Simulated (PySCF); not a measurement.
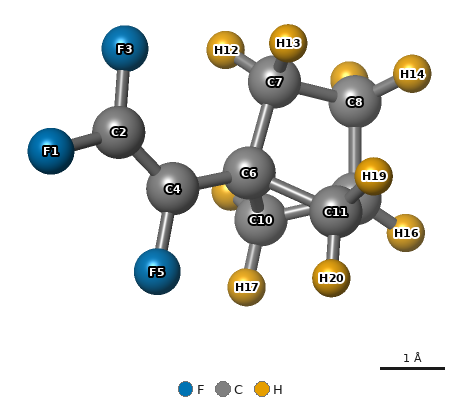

C8H9F3, before the relaxation. Style: ball-and-stick. Shown at a tilt.

The start comes from GFN2-xTB.

These are results of PySCF 2.14.0, density-fitted response routines, PBE0-D3(BJ)/def2-SVP geometry optimisation, gas phase, not measurements.

```xyz
20

F     4.0301    0.4563   -0.3345
C     2.7582    0.5156    0.0422
F     2.6312    1.2924    1.1127
C     1.7512   -0.1082   -0.5584
F     2.0521   -0.8624   -1.6403
C     0.3159   -0.0948   -0.2028
C    -0.1707    0.7172    1.0014
C    -1.6795    0.3884    0.9167
C    -1.6656   -0.5231   -0.3114
C    -0.4556   -1.4223   -0.0195
C    -0.7494    0.2545   -1.2677
H     0.2778    0.3781    1.9333
H     0.0323    1.7805    0.8883
H    -2.2907    1.2759    0.7595
H    -2.0415   -0.1277    1.8048
H    -2.6150   -0.9340   -0.6398
H    -0.2491   -2.1444   -0.8042
H    -0.3969   -1.8942    0.9588
H    -0.9578    1.3102   -1.4257
H    -0.5822   -0.2474   -2.2164
```

Predict the outcome.

The largest move after the best rigid fit is that of H20, 0.043 Å. Largest moves by element: H 0.043 Å, F 0.037 Å, C 0.015 Å. Some distances before and after: C2–F3 1.329 → 1.313 Å, C10–H17 1.086 → 1.099 Å, C4–F5 1.353 → 1.342 Å, C6–C10 1.546 → 1.554 Å. The energy falls by 0.057 eV in 9 geometry steps. Largest force component: 1.1 eV/Å at the start, 0.018 eV/Å at the end. The run took of the order of 4 core-minutes on a shared host.

The structure at the end:

```xyz
20

F     4.0097    0.4522   -0.3652
C     2.7672    0.5254    0.0425
F     2.6503    1.2949    1.1002
C     1.7518   -0.1069   -0.5484
F     2.0494   -0.8551   -1.6220
C     0.3223   -0.0902   -0.1903
C    -0.1742    0.7197    1.0154
C    -1.6881    0.3915    0.9203
C    -1.6734   -0.5218   -0.3097
C    -0.4567   -1.4246   -0.0219
C    -0.7443    0.2511   -1.2677
H     0.2828    0.3790    1.9557
H     0.0419    1.7923    0.9082
H    -2.3048    1.2894    0.7636
H    -2.0656   -0.1231    1.8167
H    -2.6330   -0.9361   -0.6459
H    -0.2412   -2.1288   -0.8375
H    -0.3923   -1.9323    0.9542
H    -0.9496    1.3165   -1.4610
H    -0.5575   -0.2823   -2.2101
```
